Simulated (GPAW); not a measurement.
## Work function of 2H-VSSe monolayer at several levels

Aim: the work function of both faces of 2H-VSSe monolayer, and its spread over functionals and bases.

Program: GPAW 26.7.0. Level of theory: GPAW, PAW setups; layer in a repeated cell with vacuum, relaxation of atoms and in-plane cell, in the first sound run; inputs show where later runs differ. Results are calculated unless marked as measured.

### Step 1. The starting structure

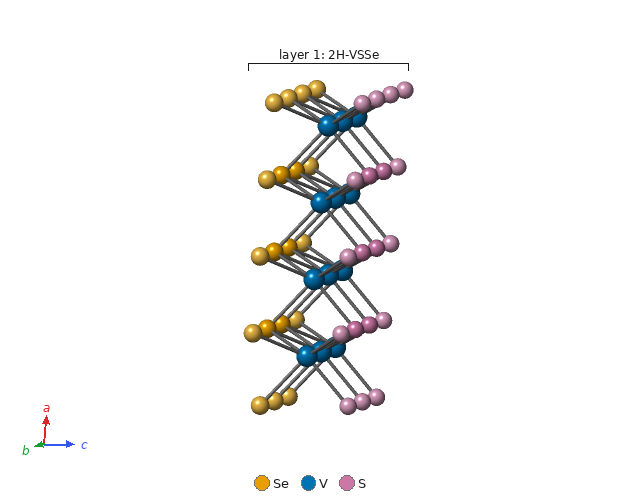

The starting structure, seen from the side, with the c axis across the page (selenium orange, vanadium blue, sulfur pink). 3×2×1 cells are drawn. Some periodic images of atoms are drawn too.

The cell holds 3 atoms: 1 Se, 1 V and 1 S. Cell: a = 3.250 Å, b = 3.250 Å, c = 21.366 Å, α = 90.0°, β = 90.0°, γ = 120.0°. Vacuum lies along c.

### Step 2. Relaxing the atoms

The atoms are relaxed first, since the surface dipole, and with it the work function, follows the positions of the outer layers.

The input, run.py:

```python
import json
import numpy as np
from ase import Atoms
from ase.filters import FrechetCellFilter
from ase.optimize import BFGS
from gpaw import GPAW, PW

slab = Atoms(
    ['Se', 'V', 'S'],
    positions=[
        [-0.00000, 1.87639, 9.00000],
        [0.00000, 0.00000, 10.79543],
        [-0.00000, 1.87639, 12.36609]],
    cell=[[3.25, 0.0, 0.0], [-1.625, 2.81458, 0.0], [0.0, 0.0, 21.3661]],
    pbc=[True, True, True],
    magmoms=[0.0, 1.0, 0.0])

slab.calc = GPAW(mode=PW(600), xc='PBE', kpts={'size': (12, 12, 1), 'gamma': True},
                 occupations={'name': 'fermi-dirac', 'width': 0.05}, nbands='160%',
                 convergence={'density': 1e-05}, maxiter=200,
                 symmetry={'tolerance': 1e-3}, txt='slab.txt')
result = {}
# The in-plane cell is free; stress needs a cell that repeats along all three vectors
path = []
opt = BFGS(FrechetCellFilter(slab, mask=[1, 1, 0, 0, 0, 1]), maxstep=0.2)
opt.attach(lambda: path.append((slab.get_potential_energy(), slab.positions.tolist(), slab.get_forces().tolist())))
result['relaxed'] = bool(opt.run(fmax=0.02, steps=45))
result['path'] = path
result['cell'] = slab.cell.tolist()
print('in-plane lattice', slab.cell.cellpar().round(4)[[0, 1, 5]])
energy = slab.get_potential_energy()
fermi = slab.calc.get_fermi_level()
v = slab.calc.get_electrostatic_potential().mean((0, 1)) - fermi
n = slab.calc.get_pseudo_density().mean((0, 1))
L = slab.cell[2, 2]
z = np.arange(len(v)) * L / len(v)
low, high = slab.positions[:, 2].min(), slab.positions[:, 2].max()
below, above = np.interp([low - 6.8, high + 6.8], z, v)
slopes = [np.interp(x, z, np.gradient(v, z)) for x in (low - 6.8, high + 6.8)]
eps = np.array([[slab.calc.get_eigenvalues(k, s) for k in range(len(slab.calc.get_ibz_k_points()))]
                for s in range(slab.calc.get_number_of_spins())]) - fermi
top, bottom = eps[eps < 0].max(), eps[eps > 0].min()
dipole = slab.get_dipole_moment()[2]
print(f'energy {energy:.4f} eV, Fermi level {fermi:.4f} eV, dipole {dipole:.5f} e A')
print(f'potential 6.8 A off the faces, from the Fermi level: lower {below:.4f} eV, upper {above:.4f} eV')
print(f'slope of the potential there: lower {slopes[0]:.5f}, upper {slopes[1]:.5f} eV/A')
print(f'nearest levels on the mesh: {top:.4f} and {bottom:.4f} eV')
print('magnetic moment', round(slab.get_magnetic_moment(), 3))
result.update(energy=energy, fermi=fermi, dipole=dipole, below=below, above=above, slopes=slopes, edges=[top, bottom],
              z=z.tolist(), v=v.tolist(), n=n.tolist(), positions=slab.positions.tolist(),
              forces=slab.get_forces(apply_constraint=False).tolist(), moments=slab.get_magnetic_moments().tolist())
json.dump(result, open('result.json', 'w'))
```

On the command line:

```
OMP_NUM_THREADS=1 OPENBLAS_NUM_THREADS=1 python run.py
```

What it wrote:

```text
Step          Energy          fmax
BFGS:    0      -18.241527        1.749610
BFGS:    1      -18.317212        1.436828
BFGS:    2      -18.461642        0.375556
BFGS:    3      -18.469351        0.229238
BFGS:    4      -18.471624        0.191023
BFGS:    5      -18.477208        0.144129
BFGS:    6      -18.477855        0.120800
BFGS:    7      -18.478441        0.032130
BFGS:    8      -18.478474        0.005510
in-plane lattice [  3.2647   3.2647 120.    ]
energy -18.4754 eV, Fermi level -2.1199 eV, dipole -0.02919 e A
potential 6.8 A off the faces, from the Fermi level: lower 5.5274 eV, upper 5.6531 eV
slope of the potential there: lower -0.02685, upper -0.02686 eV/A
nearest levels on the mesh: -0.0221 and 0.0198 eV
magnetic moment 0.951
```

It took 11 min on 1 thread of Intel Xeon at 2.60GHz (Ice Lake), shared host; peak memory 0.61 GiB.

Numbers from this step:

```yaml
dipole_along_the_normal: -0.02919 e·Å
levels_nearest_the_fermi_level_on_the_mesh: -0.02210, 0.01984 eV from the Fermi level
site_moments: -0.05268, 0.8736, -0.01630 μB
sum_of_the_site_moments: 0.8046 μB
```

The electrostatic potential energy of an electron (without an applied field's), less the Fermi level, planar mean by z:

| z (Å) | electrostatic potential energy of an electron (without an applied field's), less the Fermi level, planar mean (eV) |
| --- | --- |
| 0 | 5.59 |
| 2 | 5.54 |
| 4 | 5.48 |
| 6 | 5.42 |
| 8 | 3.50 |
| 10 | -3.78 |
| 12 | -13.7 |
| 14 | 5.61 |
| 16 | 5.73 |
| 18 | 5.68 |
| 20 | 5.63 |

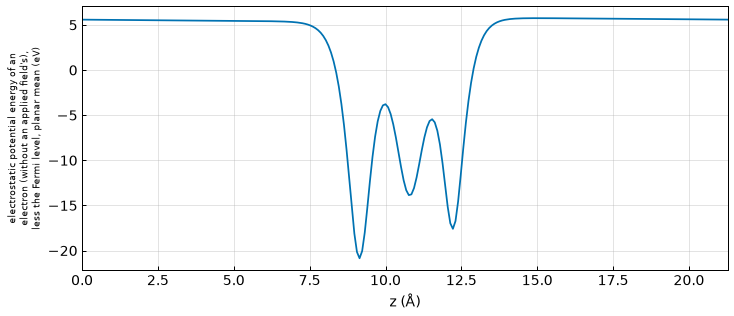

Electrostatic potential energy of an electron (without an applied field's), less the Fermi level, planar mean against z.

Pseudo valence density, planar mean against z:

| z (Å) | pseudo valence density, planar mean (e/Å³) |
| --- | --- |
| 4 | 0 |
| 6 | 2.4e-4 |
| 8 | 0.0924 |
| 10 | 0.381 |
| 12 | 0.457 |
| 14 | 0.0101 |
| 16 | 2.1e-5 |

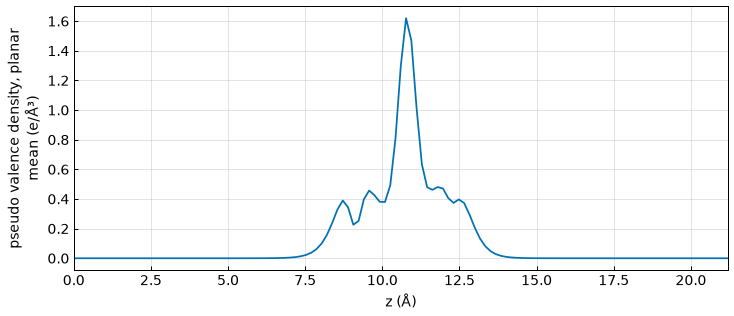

Pseudo valence density, planar mean against z.

Site moment by atom:

| atom | site moment (μB) |
| --- | --- |
| Se1 | -0.053 |
| V2 | 0.874 |
| S3 | -0.016 |

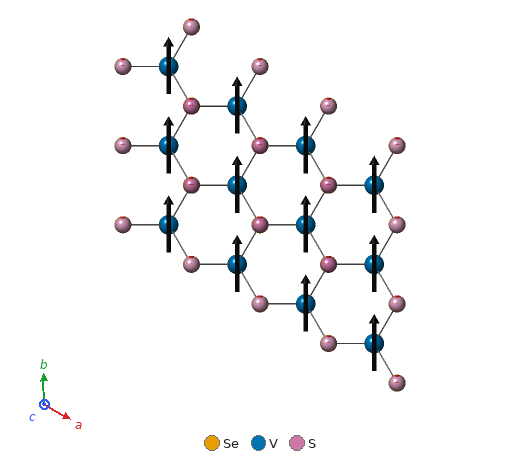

Site moment as arrows, the longest 0.874 μB. Up and down stand for the sign. Arrows give size and sign along the axis of quantisation, drawn up and down the page. Each arrow also spans its atom, so small moments look longer than they are. The two directions have two colours. 3×2×1 cells are drawn. Some periodic images of atoms are drawn too.

The relaxation lowered the energy of the cell by 0.235 eV (energies extrapolated to zero smearing; the optimiser's log prints free energies). The largest force left on a free atom is 0.0055 eV/Å.

### Step 3. The slab's potential

The work function is the vacuum plateau of the electrostatic potential less the Fermi level; a dipole layer lets the two faces have plateaus of their own.

This step: GPAW, PAW setups; slab in vacuum (GPAW 26.7.0).

The cell differs from the one that the last finished run ended in (c 21.366 → 21.088 Å).

run.py, as its differences from that of step 2:

```diff
@@ -3,4 +3,2 @@
 from ase import Atoms
-from ase.filters import FrechetCellFilter
-from ase.optimize import BFGS
 from gpaw import GPAW, PW
@@ -10,22 +8,15 @@
     positions=[
-        [-0.00000, 1.87639, 9.00000],
-        [0.00000, 0.00000, 10.79543],
-        [-0.00000, 1.87639, 12.36609]],
-    cell=[[3.25, 0.0, 0.0], [-1.625, 2.81458, 0.0], [0.0, 0.0, 21.3661]],
-    pbc=[True, True, True],
+        [-0.00000, 1.88488, 9.00000],
+        [0.00000, -0.00000, 10.66197],
+        [-0.00000, 1.88488, 12.08839]],
+    cell=[[3.2647, -0.0, 0.0], [-1.63235, 2.82731, 0.0], [0.0, 0.0, 21.0884]],
+    pbc=[True, True, False],
     magmoms=[0.0, 1.0, 0.0])
 
-slab.calc = GPAW(mode=PW(600), xc='PBE', kpts={'size': (12, 12, 1), 'gamma': True},
+slab.calc = GPAW(mode=PW(400), xc='PBE', kpts={'size': (12, 12, 1), 'gamma': True},
                  occupations={'name': 'fermi-dirac', 'width': 0.05}, nbands='160%',
                  convergence={'density': 1e-05}, maxiter=200,
+                 poissonsolver={'dipolelayer': 'xy'},
                  symmetry={'tolerance': 1e-3}, txt='slab.txt')
 result = {}
-# The in-plane cell is free; stress needs a cell that repeats along all three vectors
-path = []
-opt = BFGS(FrechetCellFilter(slab, mask=[1, 1, 0, 0, 0, 1]), maxstep=0.2)
-opt.attach(lambda: path.append((slab.get_potential_energy(), slab.positions.tolist(), slab.get_forces().tolist())))
-result['relaxed'] = bool(opt.run(fmax=0.02, steps=45))
-result['path'] = path
-result['cell'] = slab.cell.tolist()
-print('in-plane lattice', slab.cell.cellpar().round(4)[[0, 1, 5]])
 energy = slab.get_potential_energy()
```

What it wrote:

```text
energy -18.4374 eV, Fermi level -2.0754 eV, dipole -0.02195 e A
potential 6.8 A off the faces, from the Fermi level: lower 5.3764 eV, upper 5.8084 eV
slope of the potential there: lower -0.00001, upper 0.00000 eV/A
nearest levels on the mesh: -0.0197 and 0.0224 eV
magnetic moment 0.949
```

The job ended after 41 s (1 thread; peak memory 0.25 GiB).

Numbers from this step:

| Quantity | Value |
| --- | --- |
| dipole along the normal | -0.02195 e·Å |
| levels nearest the Fermi level on the mesh | -0.01967, 0.02237 eV from the Fermi level |
| upper work function | 5.808 eV |
| lower work function | 5.376 eV |
| site moments | -0.05245, 0.8711, -0.01609 μB |
| sum of the site moments | 0.8026 μB |

Electrostatic potential energy of an electron (without an applied field's), less the Fermi level, planar mean against z:

| z (Å) | electrostatic potential energy of an electron (without an applied field's), less the Fermi level, planar mean (eV) |
| --- | --- |
| 0 | 5.59 |
| 2 | 5.38 |
| 4 | 5.38 |
| 6 | 5.37 |
| 8 | 2.53 |
| 10 | -4.55 |
| 12 | -16.8 |
| 14 | 5.69 |
| 16 | 5.81 |
| 18 | 5.81 |
| 20 | 5.81 |

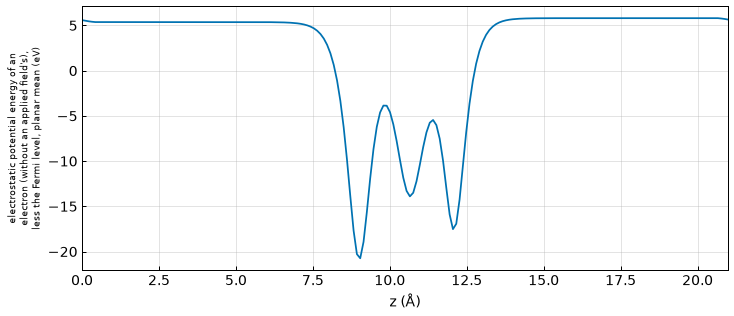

Electrostatic potential energy of an electron (without an applied field's), less the Fermi level, planar mean against z.

The pseudo valence density, planar mean by z:

| z (Å) | pseudo valence density, planar mean (e/Å³) |
| --- | --- |
| 4 | 0 |
| 6 | 3.6e-4 |
| 8 | 0.135 |
| 10 | 0.426 |
| 12 | 0.406 |
| 14 | 0.00644 |
| 16 | 1.4e-5 |

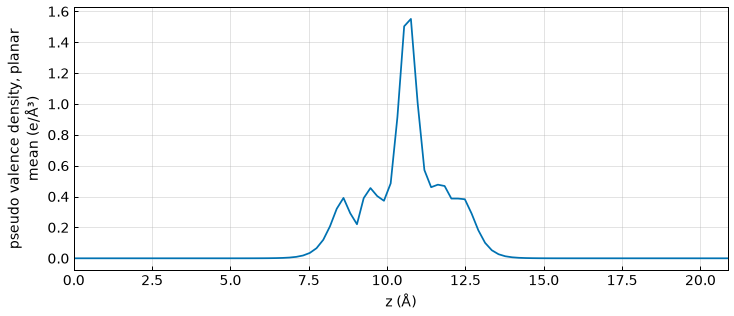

Pseudo valence density, planar mean against z.

The potential is flat to 6.4e-6 eV/Å where it is read, so the vacuum is wide enough.

### Step 4. OptPBE vdW: xc = "optPBE-vdW"

The same geometry under optPBE-vdW, to see how far the functional moves the levels against the vacuum (the van der Waals functionals take revPBE setups).

run.py, as its differences from that of step 3:

```diff
@@ -15,3 +15,3 @@
 
-slab.calc = GPAW(mode=PW(400), xc='PBE', kpts={'size': (12, 12, 1), 'gamma': True},
+slab.calc = GPAW(mode=PW(400), xc='optPBE-vdW', kpts={'size': (12, 12, 1), 'gamma': True},
                  occupations={'name': 'fermi-dirac', 'width': 0.05}, nbands='160%',
```

What it wrote:

```text
energy -43.7623 eV, Fermi level -2.2251 eV, dipole -0.02267 e A
potential 6.8 A off the faces, from the Fermi level: lower 5.5689 eV, upper 6.0150 eV
slope of the potential there: lower -0.00001, upper 0.00000 eV/A
nearest levels on the mesh: -0.0234 and 0.0149 eV
magnetic moment 0.951
```

The job ended after 61 s (1 thread; peak memory 0.39 GiB).

This step gave:

- dipole along the normal: -0.02267 e·Å
- levels nearest the Fermi level on the mesh: -0.02337, 0.01495 eV from the Fermi level
- upper work function: 6.015 eV
- lower work function: 5.569 eV
- site moments: -0.05308, 0.8794, -0.01639 μB
- sum of the site moments: 0.8099 μB

Table of electrostatic potential energy of an electron (without an applied field's), less the Fermi level, planar mean by z:

| z (Å) | electrostatic potential energy of an electron (without an applied field's), less the Fermi level, planar mean (eV) |
| --- | --- |
| 0 | 5.79 |
| 2 | 5.57 |
| 4 | 5.57 |
| 6 | 5.56 |
| 8 | 2.60 |
| 10 | -4.58 |
| 12 | -16.7 |
| 14 | 5.87 |
| 16 | 6.01 |
| 18 | 6.01 |
| 20 | 6.01 |

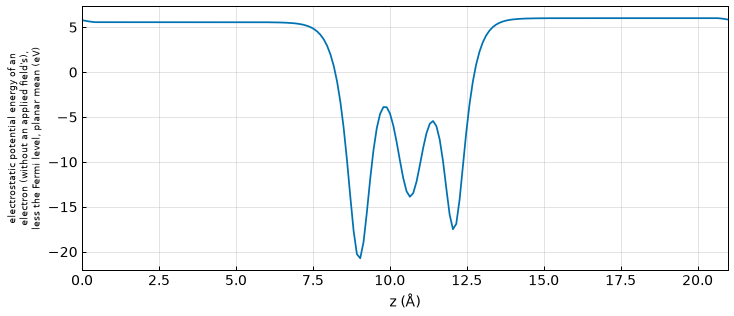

Electrostatic potential energy of an electron (without an applied field's), less the Fermi level, planar mean against z.

The pseudo valence density, planar mean by z:

| z (Å) | pseudo valence density, planar mean (e/Å³) |
| --- | --- |
| 5 | 2.7e-5 |
| 6 | 4.6e-4 |
| 7 | 0.00773 |
| 8 | 0.135 |
| 9 | 0.233 |
| 10 | 0.424 |
| 11 | 0.956 |
| 12 | 0.406 |
| 13 | 0.148 |
| 14 | 0.00687 |
| 15 | 3.7e-4 |
| 16 | 2.0e-5 |

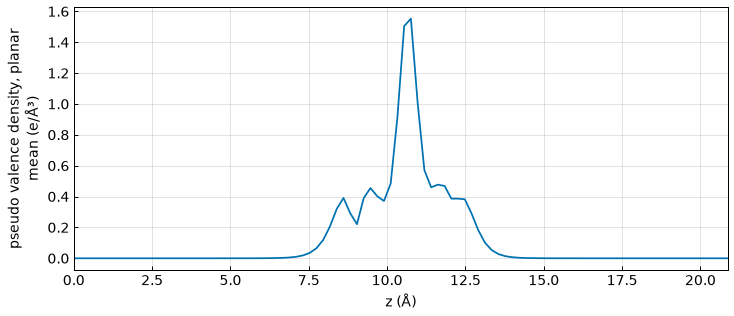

Pseudo valence density, planar mean, plotted against z.

Force by atom:

| atom | x (eV/Å) | y (eV/Å) | z (eV/Å) | size |
| --- | --- | --- | --- | --- |
| Se1 | 0.000 | 0.000 | -0.277 | 0.277 |
| V2 | 0.000 | 0.000 | 0.002 | 0.002 |
| S3 | 0.000 | 0.000 | 0.275 | 0.275 |

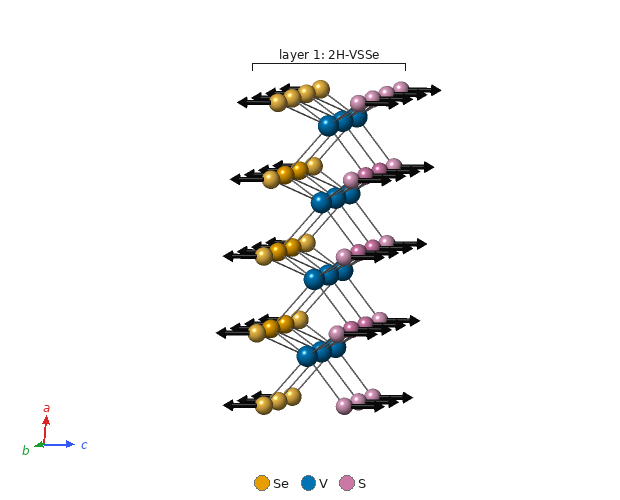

Force as arrows, the longest 0.277 eV/Å. 3×2×1 cells are drawn. Some periodic images of atoms are drawn too.

The upper face's work function is 6.015 eV, against 5.808 eV in the first plane-wave PBE run at this geometry.

### Step 5. Self-consistent run: xc = "LDA"

The same geometry under LDA, to see how far the functional moves the levels against the vacuum.

run.py, as its differences from that of step 4:

```diff
@@ -15,3 +15,3 @@
 
-slab.calc = GPAW(mode=PW(400), xc='optPBE-vdW', kpts={'size': (12, 12, 1), 'gamma': True},
+slab.calc = GPAW(mode=PW(400), xc='LDA', kpts={'size': (12, 12, 1), 'gamma': True},
                  occupations={'name': 'fermi-dirac', 'width': 0.05}, nbands='160%',
```

What it wrote:

```text
energy -20.6302 eV, Fermi level -2.3955 eV, dipole -0.01514 e A
potential 6.8 A off the faces, from the Fermi level: lower 5.7428 eV, upper 6.0413 eV
slope of the potential there: lower -0.00001, upper 0.00000 eV/A
nearest levels on the mesh: -0.0620 and 0.0267 eV
magnetic moment 0.717
```

The job ended after 44 s (1 thread; peak memory 0.24 GiB).

This step gave:

```
dipole along the normal                    : -0.01514 e·Å
levels nearest the Fermi level on the mesh : -0.06198, 0.02675 eV from the Fermi level
upper work function                        : 6.041 eV
lower work function                        : 5.743 eV
site moments                               : -0.02644, 0.6326, -0.003644 μB
sum of the site moments                    : 0.6025 μB
```

The electrostatic potential energy of an electron (without an applied field's), less the Fermi level, planar mean by z:

| z (Å) | electrostatic potential energy of an electron (without an applied field's), less the Fermi level, planar mean (eV) |
| --- | --- |
| 0 | 5.89 |
| 2 | 5.74 |
| 4 | 5.74 |
| 6 | 5.74 |
| 8 | 2.89 |
| 10 | -4.08 |
| 12 | -16.4 |
| 14 | 5.93 |
| 16 | 6.04 |
| 18 | 6.04 |
| 20 | 6.04 |

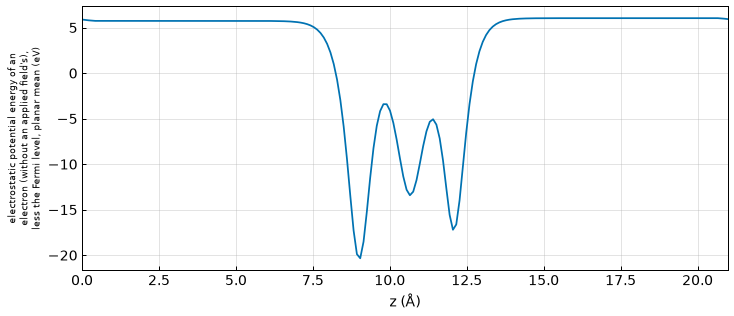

Electrostatic potential energy of an electron (without an applied field's), less the Fermi level, planar mean, plotted against z.

The upper face's work function is 6.041 eV, against 5.808 eV in the first plane-wave PBE run at this geometry.

### Step 6. Self-consistent run: xc = "vdW-DF2"

The same geometry under vdW-DF2, to see how far the functional moves the levels against the vacuum (the van der Waals functionals take revPBE setups).

run.py, as its differences from that of step 5:

```diff
@@ -15,3 +15,3 @@
 
-slab.calc = GPAW(mode=PW(400), xc='LDA', kpts={'size': (12, 12, 1), 'gamma': True},
+slab.calc = GPAW(mode=PW(400), xc='vdW-DF2', kpts={'size': (12, 12, 1), 'gamma': True},
                  occupations={'name': 'fermi-dirac', 'width': 0.05}, nbands='160%',
```

What it wrote:

```text
energy -154.3684 eV, Fermi level -2.2815 eV, dipole -0.02483 e A
potential 6.8 A off the faces, from the Fermi level: lower 5.6554 eV, upper 6.1438 eV
slope of the potential there: lower -0.00002, upper 0.00001 eV/A
nearest levels on the mesh: -0.0363 and 0.1088 eV
magnetic moment 0.974
```

Elapsed: 55 s, on 1 thread; peak memory 0.39 GiB.

Numbers from this step:

| Property | Result |
| --- | --- |
| dipole along the normal | -0.02483 e·Å |
| levels nearest the Fermi level on the mesh | -0.03630, 0.1088 eV from the Fermi level |
| upper work function | 6.144 eV |
| lower work function | 5.655 eV |
| site moments | -0.04873, 0.8893, -0.01121 μB |
| sum of the site moments | 0.8294 μB |

The upper face's work function is 6.144 eV, against 5.808 eV in the first plane-wave PBE run at this geometry.

### Step 7. Self-consistent run: xc = "revPBE"

The same geometry under revPBE, to see how far the functional moves the levels against the vacuum.

run.py, as its differences from that of step 6:

```diff
@@ -15,3 +15,3 @@
 
-slab.calc = GPAW(mode=PW(400), xc='vdW-DF2', kpts={'size': (12, 12, 1), 'gamma': True},
+slab.calc = GPAW(mode=PW(400), xc='revPBE', kpts={'size': (12, 12, 1), 'gamma': True},
                  occupations={'name': 'fermi-dirac', 'width': 0.05}, nbands='160%',
```

What it wrote:

```text
energy -17.5009 eV, Fermi level -1.9714 eV, dipole -0.02330 e A
potential 6.8 A off the faces, from the Fermi level: lower 5.2541 eV, upper 5.7126 eV
slope of the potential there: lower -0.00001, upper 0.00000 eV/A
nearest levels on the mesh: -0.0140 and 0.0766 eV
magnetic moment 0.97
```

Run time: 47 s. Hardware: 1 thread; peak memory 0.25 GiB.

This step gave:

```yaml
dipole_along_the_normal: -0.02330 e·Å
levels_nearest_the_fermi_level_on_the_mesh: -0.01397, 0.07660 eV from the Fermi level
upper_work_function: 5.713 eV
lower_work_function: 5.254 eV
site_moments: -0.05914, 0.9043, -0.02165 μB
sum_of_the_site_moments: 0.8235 μB
```

The upper face's work function is 5.713 eV, against 5.808 eV in the first plane-wave PBE run at this geometry.

### Step 8. Self-consistent run: xc = "RPBE"

The same geometry under RPBE, to see how far the functional moves the levels against the vacuum.

run.py, as its differences from that of step 7:

```diff
@@ -15,3 +15,3 @@
 
-slab.calc = GPAW(mode=PW(400), xc='revPBE', kpts={'size': (12, 12, 1), 'gamma': True},
+slab.calc = GPAW(mode=PW(400), xc='RPBE', kpts={'size': (12, 12, 1), 'gamma': True},
                  occupations={'name': 'fermi-dirac', 'width': 0.05}, nbands='160%',
```

What it wrote:

```text
energy -17.3418 eV, Fermi level -1.9610 eV, dipole -0.02385 e A
potential 6.8 A off the faces, from the Fermi level: lower 5.2468 eV, upper 5.7159 eV
slope of the potential there: lower -0.00001, upper 0.00000 eV/A
nearest levels on the mesh: -0.0286 and 0.0890 eV
magnetic moment 0.976
```

Run time: 44 s. Hardware: 1 thread; peak memory 0.25 GiB.

Numbers from this step:

```yaml
dipole_along_the_normal: -0.02385 e·Å
levels_nearest_the_fermi_level_on_the_mesh: -0.02862, 0.08901 eV from the Fermi level
upper_work_function: 5.716 eV
lower_work_function: 5.247 eV
site_moments: -0.06142, 0.9146, -0.02360 μB
sum_of_the_site_moments: 0.8295 μB
```

The upper face's work function is 5.716 eV, against 5.808 eV in the first plane-wave PBE run at this geometry.

(Part 1 of 2 ends here.)

[Logs are printed without paths, hosts, clocks, repeated set-up lines and the standing remarks that a program may print on its own settings, such as how far it seeks lower states.]

[Hosts, paths, dates, database ids (printed as entryN), source tags and the programs' standing remarks are cut or masked in the printed files.]
